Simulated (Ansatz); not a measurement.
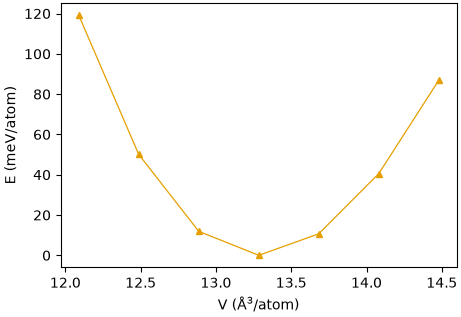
*Ta₂N in space group P-31m (No. 162; Ta on 6k, N on 2d, N on 1a) under volume change, r²SCAN (plane waves, PAW; program Ansatz), shape and atoms relaxed at each volume.*

What does a third-order Birch–Murnaghan fit give for V₀, B₀ and B′?

V₀ = 13.28 Å³/atom, B₀ = 301 GPa, B′ = 4.2.

The workflow started from a Materials Project entry (that database holds measured and hypothetical structures alike); the Crystallography Open Database copy checked does not list it. Whether it is the stable phase at ambient conditions was not checked. The r²SCAN relaxation kept the symmetry of its start; whether a distortion lowers the energy is not shown. No spin polarisation was allowed. Scalar-relativistic: spin–orbit coupling is off unless named, which matters more the heavier the elements.

Potentials: the earlier of the program's two PAW sets. The files were generated under PBE; for other functionals the program regenerates the frozen cores, and for LDA and PBEsol the local potential too.
